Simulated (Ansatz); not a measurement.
## YN: pressure series

Consider YN in the rock salt structure (space group Fm-3m, No. 225; a = 4.8198 Å).

Cell and atoms are relaxed at each pressure.

Level of theory: LDA (Ansatz, an electronic-structure program), scalar-relativistic without spin-orbit coupling.

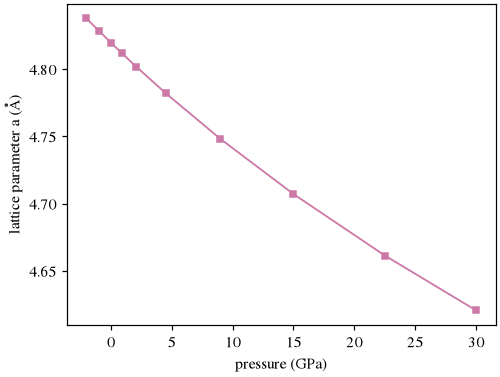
*Lattice parameter a against pressure*

Q: From the plot, what is the lattice parameter a for pressure 0.9 GPa?

A: About 4.81 Å.

Q: Is the trend monotonic over the range shown?

A: Yes, it falls throughout, spanning 462.1 pm to 483.8 pm.

The mesh was chosen for an insulator and is coarse for the gapless case. Load acts through the strain it causes; cell and atoms are relaxed under it. Whether these cells are dynamically stable was not tested. No other phases were tried under pressure. The final runs are not spin-polarised.
